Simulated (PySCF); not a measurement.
# Run report: InH₂Cl₃O, geometry relaxation

The run: geometry relaxation of InH₂Cl₃O (In(H2O)Cl3). Method and program: PBE0-D3(BJ)/def2-SVP geometry optimisation, gas phase (PySCF 2.14.0).

It belongs to a series of runs on one base structure; here: donor: NH3 to H2O.

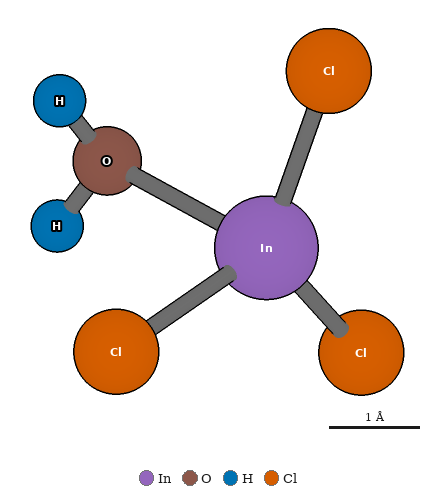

**Figure 1.** The input geometry (ball-and-stick view, seen at a tilt). Sticks mark near contacts. Bond lengths as drawn: Cl–In 2.24 to 2.43 Å, H–O 1.00 to 1.02 Å and In–O 2.47 Å.

## Input file
```
{"job": {"xc": "PBE0", "basis": "def2-SVP", "d3": "d3bj", "grid": 1, "maxiter": 30, "shake": 0.03, "kind": "geom"}, "charge": 0, "multiplicity": 1}
In     0.149010    -0.202180    -1.089490
O      0.073690    -0.100080     1.375230
H     -0.844990    -0.257170     1.724930
H      0.514970     0.756080     1.724180
Cl     2.363490    -0.097480    -1.373580
Cl    -1.084110     1.890350    -1.194780
Cl    -1.080190    -2.091540    -1.235060
```

The first line tells a small driver script what to run in PySCF; the rest is the geometry in Å.

Machine: 1 CPU thread, shared host.

Launched with:
```bash
OMP_NUM_THREADS=1 python <driver script> task.json out
```

## The program's output
```
step   0  E = -1646.30246439  max force = 0.040518
step   1  E = -1646.31563802  max force = 0.009366
step   2  E = -1646.31622418  max force = 0.003066
step   3  E = -1646.31634873  max force = 0.002967
step   4  E = -1646.31637642  max force = 0.002276
step   5  E = -1646.31642464  max force = 0.001244
step   6  E = -1646.31648109  max force = 0.001628
step   7  E = -1646.31661148  max force = 0.002369
step   8  E = -1646.31651469  max force = 0.003038
step   9  E = -1646.31670948  max force = 0.002545
step  10  E = -1646.31718427  max force = 0.001888
step  11  E = -1646.31758765  max force = 0.002533
step  12  E = -1646.31827529  max force = 0.002784
step  13  E = -1646.31846069  max force = 0.001878
step  14  E = -1646.31859083  max force = 0.001577
step  15  E = -1646.31836416  max force = 0.004084
step  16  E = -1646.31857264  max force = 0.002267
step  17  E = -1646.31863171  max force = 0.002350
step  18  E = -1646.31868814  max force = 0.001302
step  19  E = -1646.31874768  max force = 0.000569
step  20  E = -1646.31879894  max force = 0.000824
step  21  E = -1646.31882636  max force = 0.001401
step  22  E = -1646.31883236  max force = 0.001191
step  23  E = -1646.31882667  max force = 0.000479
step  24  E = -1646.31881492  max force = 0.000177
step  25  E = -1646.31880662  max force = 0.000150
step  26  E = -1646.31881096  max force = 0.000149
step  27  E = -1646.31881303  max force = 0.000155
optimisation converged
```

## Trajectory as extended XYZ (Å, eV, eV/Å), 14 of the 28 frames kept, from step=0 to step=27
```
7
Properties=species:S:1:pos:R:3:forces:R:3 step=0 energy=-44798.17186
In    0.1490   -0.2022   -1.0895   -1.5250   1.8102   0.9400
O     0.0737   -0.1001    1.3752    0.3280   1.2615   0.2547
H    -0.8450   -0.2572    1.7249    1.4160   0.7614  -0.2169
H     0.5150    0.7561    1.7242   -1.6772  -2.0835  -0.5711
Cl    2.3635   -0.0975   -1.3736    1.6460   0.0867  -0.2001
Cl   -1.0841    1.8903   -1.1948    0.4776  -0.7705  -0.0387
Cl   -1.0802   -2.0915   -1.2351   -0.6654  -1.0658  -0.1679
7
Properties=species:S:1:pos:R:3:forces:R:3 step=2 energy=-44798.54629
In    0.1305   -0.1544   -1.0075   -0.0522   0.0450   0.1086
O     0.0792   -0.1247    1.3174    0.0828  -0.1065  -0.1577
H    -0.8091   -0.2364    1.6783   -0.0916  -0.0295   0.0514
H     0.4209    0.6997    1.6850    0.0074   0.0806   0.0708
Cl    2.4428   -0.0309   -1.3005   -0.0271  -0.0233   0.0277
Cl   -1.0630    1.8619   -1.1686    0.0038  -0.0098  -0.0705
Cl   -1.1094   -2.1172   -1.2727    0.0769   0.0436  -0.0304
7
Properties=species:S:1:pos:R:3:forces:R:3 step=4 energy=-44798.55043
In    0.1456   -0.1128   -0.9835    0.0293   0.0394  -0.0791
O     0.0517   -0.1445    1.3142   -0.0843   0.1170   0.0970
H    -0.8349   -0.2986    1.6723    0.0411  -0.0499  -0.0356
H     0.3675    0.6718    1.7293   -0.0006  -0.0665  -0.0210
Cl    2.4657    0.0008   -1.1991    0.0184   0.0111   0.0147
Cl   -1.0665    1.8715   -1.2730    0.0219  -0.0300  -0.0010
Cl   -1.0373   -2.0903   -1.3287   -0.0257  -0.0210   0.0250
7
Properties=species:S:1:pos:R:3:forces:R:3 step=6 energy=-44798.55328
In    0.1875   -0.0882   -0.9954    0.0470  -0.0563   0.0273
O    -0.0010   -0.1375    1.3068    0.0238   0.0115  -0.0837
H    -0.8808   -0.3626    1.6379   -0.0186  -0.0091   0.0073
H     0.2826    0.6614    1.7703   -0.0387   0.0153   0.0346
Cl    2.5155    0.0276   -1.1127    0.0001   0.0009  -0.0045
Cl   -1.0237    1.8762   -1.3596   -0.0050   0.0288   0.0261
Cl   -0.9882   -2.0789   -1.3158   -0.0086   0.0088  -0.0070
7
Properties=species:S:1:pos:R:3:forces:R:3 step=8 energy=-44798.55419
In    0.4118    0.0055   -0.9695   -0.0907   0.0098   0.0557
O    -0.2414   -0.1407    1.2125    0.1562  -0.0183   0.1236
H    -1.0363   -0.6630    1.3773   -0.0599  -0.0716  -0.0740
H    -0.2286    0.5942    1.8363   -0.0523   0.0690  -0.0113
Cl    2.7305    0.1107   -0.7234   -0.0463  -0.0210  -0.0560
Cl   -0.7650    1.9702   -1.4516    0.0290   0.0168   0.0098
Cl   -0.7791   -1.9790   -1.3502    0.0641   0.0152  -0.0477
7
Properties=species:S:1:pos:R:3:forces:R:3 step=10 energy=-44798.57241
In    0.3941    0.0232   -0.9405   -0.0130   0.0948  -0.0434
O    -0.2087   -0.1730    1.2500    0.0877  -0.0971   0.0782
H    -0.9962   -0.7259    1.3548    0.0236   0.0314  -0.0024
H    -0.2875    0.5879    1.8392   -0.0919   0.0302  -0.0527
Cl    2.7181    0.1389   -0.8497    0.0469  -0.0238  -0.0009
Cl   -0.7778    2.0123   -1.3217   -0.0093  -0.0064  -0.0154
Cl   -0.7501   -1.9654   -1.4008   -0.0439  -0.0290   0.0367
7
Properties=species:S:1:pos:R:3:forces:R:3 step=12 energy=-44798.60210
In    0.4415    0.1006   -0.8815    0.0522   0.1432  -0.0520
O    -0.1940   -0.1962    1.3058   -0.0686  -0.0515   0.0546
H    -0.8493   -0.9097    1.2332    0.0595  -0.0232   0.0330
H    -0.6371    0.5394    1.7532    0.0316   0.0264  -0.0989
Cl    2.7669    0.1648   -0.9785    0.0161  -0.0122   0.0321
Cl   -0.7436    2.1016   -1.1634   -0.0008  -0.0537  -0.0302
Cl   -0.6925   -1.9025   -1.3374   -0.0900  -0.0290   0.0613
7
Properties=species:S:1:pos:R:3:forces:R:3 step=15 energy=-44798.60452
In    0.4927    0.1261   -0.8757   -0.0976  -0.1131   0.0537
O    -0.2372   -0.1567    1.2883    0.2100   0.0454   0.0322
H    -0.7725   -0.9658    1.2317   -0.0820   0.1070  -0.0120
H    -0.7901    0.5540    1.6413   -0.0936  -0.0751  -0.0407
Cl    2.8188    0.1096   -0.8401   -0.0056  -0.0029  -0.0013
Cl   -0.6998    2.0957   -1.2651    0.0072   0.0213   0.0238
Cl   -0.7199   -1.8650   -1.2491    0.0615   0.0174  -0.0556
7
Properties=species:S:1:pos:R:3:forces:R:3 step=17 energy=-44798.61180
In    0.4684    0.1074   -0.8800   -0.0408  -0.0698   0.0165
O    -0.1978   -0.1524    1.3077    0.1208   0.0239  -0.0044
H    -0.7713   -0.9341    1.2525   -0.0525   0.0175   0.0085
H    -0.7347    0.5770    1.6470   -0.0677  -0.0067  -0.0235
Cl    2.7943    0.0990   -0.9103    0.0054  -0.0027   0.0052
Cl   -0.7288    2.0834   -1.2282    0.0034   0.0105   0.0064
Cl   -0.7382   -1.8822   -1.2574    0.0313   0.0274  -0.0087
7
Properties=species:S:1:pos:R:3:forces:R:3 step=19 energy=-44798.61495
In    0.4765    0.0779   -0.8737    0.0015   0.0110  -0.0169
O    -0.2023   -0.1266    1.3111    0.0148  -0.0075   0.0234
H    -0.7835   -0.9038    1.2756   -0.0126  -0.0118   0.0087
H    -0.7555    0.6165    1.5917   -0.0223   0.0270  -0.0293
Cl    2.8024    0.0728   -0.8878    0.0093  -0.0052   0.0022
Cl   -0.7172    2.0615   -1.2107    0.0045  -0.0007  -0.0059
Cl   -0.7285   -1.9005   -1.2748    0.0046  -0.0128   0.0178
7
Properties=species:S:1:pos:R:3:forces:R:3 step=21 energy=-44798.61710
In    0.5042    0.0253   -0.8623    0.0251   0.0413  -0.0070
O    -0.2318   -0.0690    1.3115   -0.0720  -0.0172   0.0166
H    -0.8164   -0.8445    1.3207    0.0247  -0.0113   0.0062
H    -0.8075    0.6957    1.4650    0.0157   0.0305  -0.0207
Cl    2.8298    0.0206   -0.8237    0.0037  -0.0063  -0.0032
Cl   -0.6842    2.0152   -1.2102    0.0035  -0.0072  -0.0116
Cl   -0.7022   -1.9454   -1.2697   -0.0006  -0.0298   0.0197
7
Properties=species:S:1:pos:R:3:forces:R:3 step=23 energy=-44798.61710
In    0.5384   -0.0086   -0.8440    0.0121   0.0065   0.0100
O    -0.2808   -0.0244    1.3038   -0.0246   0.0028   0.0050
H    -0.8622   -0.8005    1.3437    0.0072   0.0025  -0.0076
H    -0.8637    0.7498    1.3548    0.0037   0.0021  -0.0026
Cl    2.8626   -0.0088   -0.7572   -0.0021  -0.0013  -0.0025
Cl   -0.6484    1.9796   -1.2249    0.0018  -0.0053  -0.0048
Cl   -0.6539   -1.9892   -1.2449    0.0019  -0.0074   0.0026
7
Properties=species:S:1:pos:R:3:forces:R:3 step=25 energy=-44798.61656
In    0.5502   -0.0124   -0.8348    0.0043  -0.0038   0.0050
O    -0.2981   -0.0165    1.3020    0.0038   0.0042   0.0043
H    -0.8772   -0.7944    1.3375   -0.0042   0.0010  -0.0077
H    -0.8834    0.7570    1.3319   -0.0047  -0.0002  -0.0007
Cl    2.8738   -0.0113   -0.7428   -0.0001   0.0002   0.0015
Cl   -0.6374    1.9734   -1.2276    0.0004  -0.0011  -0.0021
Cl   -0.6360   -1.9978   -1.2347    0.0005  -0.0003  -0.0002
7
Properties=species:S:1:pos:R:3:forces:R:3 step=27 energy=-44798.61673
In    0.5469   -0.0115   -0.8375    0.0061  -0.0025   0.0073
O    -0.2935   -0.0184    1.3025   -0.0002   0.0046   0.0040
H    -0.8730   -0.7959    1.3399   -0.0028   0.0014  -0.0080
H    -0.8780    0.7554    1.3378   -0.0040   0.0001  -0.0009
Cl    2.8707   -0.0107   -0.7471   -0.0006  -0.0002   0.0005
Cl   -0.6405    1.9749   -1.2269    0.0004  -0.0015  -0.0031
Cl   -0.6409   -1.9957   -1.2372    0.0011  -0.0018   0.0002
```

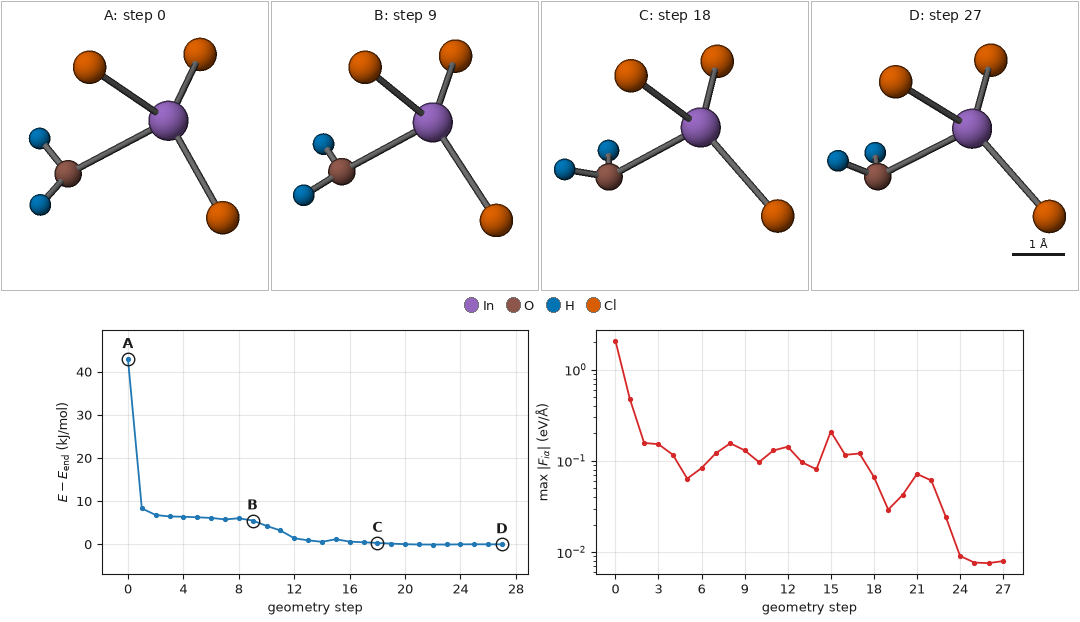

**Figure 2.** Frames of the relaxation (ball-and-stick view, seen at a tilt) above the curves, on which the letters mark them (steps are counted from 0).

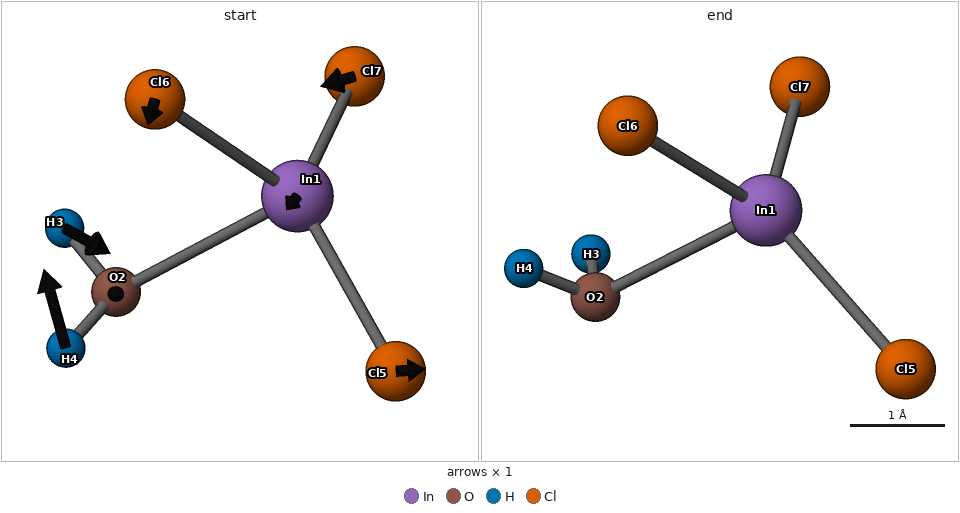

**Figure 3.** Before (left) and after (right) the relaxation, at one scale (ball-and-stick view, seen at a tilt). The black arrows give the displacements, at true length. The atom that moves furthest after the best rigid fit is H4 (0.88 Å). By element the largest moves are H 0.88 Å, Cl 0.39 Å, In 0.21 Å, O 0.16 Å. Among the contacts that change: In1–O2 2.468 → 2.299 Å, In1–Cl5 2.235 → 2.326 Å, In1–Cl7 2.259 → 2.347 Å, In1–Cl6 2.431 → 2.347 Å. Among the angles that change: O2–In1–Cl5 98.9° → 109.2°, H3–O2–H4 114.2° → 106.1°, In1–O2–H3 111.9° → 104.9°. Over 27 geometry steps the energy falls by 42.9 kJ/mol. The largest force component goes from 2.1 to 0.008 eV/Å. (Atoms are counted from 1 in the order of the input.)

## Results in brief

| quantity | value |
| --- | --- |
| outcome | converged |
| total energy | −1646.318813 hartree |
| dipole moment | 3.78 D |
| point group | Cs |
| wall time | 1.7 min |
| peak memory | 0.42 GiB |
